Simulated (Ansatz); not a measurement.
```xyz
6

B     0.5602    0.2283    0.0837
Cl    0.6282    1.9315    0.5442
N    -0.6527   -0.4090   -0.1358
H    -1.5354    0.0592   -0.0448
F     1.7049   -0.4321   -0.0488
H    -0.7051   -1.3779   -0.3985
```

The reactant side of a reaction path; geometry: PBE0-D4/def2-TZVP.

These are results of Ansatz 0.2.0, RKS PBE0-D4/def2-TZVPP, not measurements.

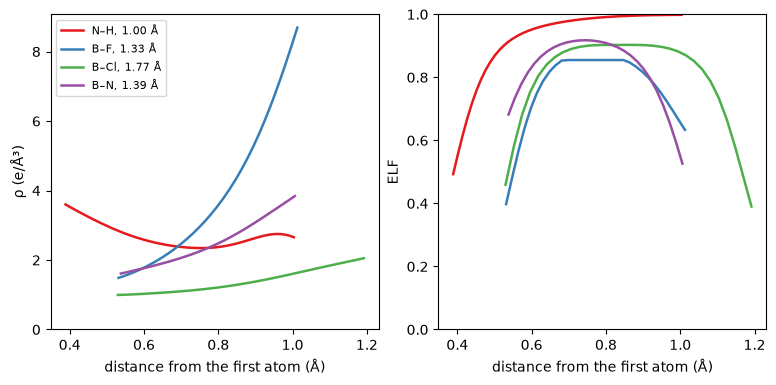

BClFH$_{2}$N. Electron density and electron localisation function along straight lines between neighbouring atoms. The curves leave out the atomic cores.

Question: What kind of bonding do the profiles show?

Answer: N–H (1.00 Å): ρ is about 3 e/Å³ halfway; the ELF climbs to about 1 towards the hydrogen, as it does in any bond to H; a covalent bond by its length.
B–F (1.33 Å): the density is about 2.2 e/Å³ at the midpoint; the ELF peaks at about 0.85 between the atoms: a shared but strongly polarised pair.
B–Cl (1.77 Å): the density is about 1.3 e/Å³ at the midpoint; the ELF peaks at about 0.90 between the atoms (a polar covalent bond).
B–N (1.39 Å): ρ is about 2 e/Å³ halfway; the ELF peaks at about 0.90 between the atoms; a short, strongly polar bond.
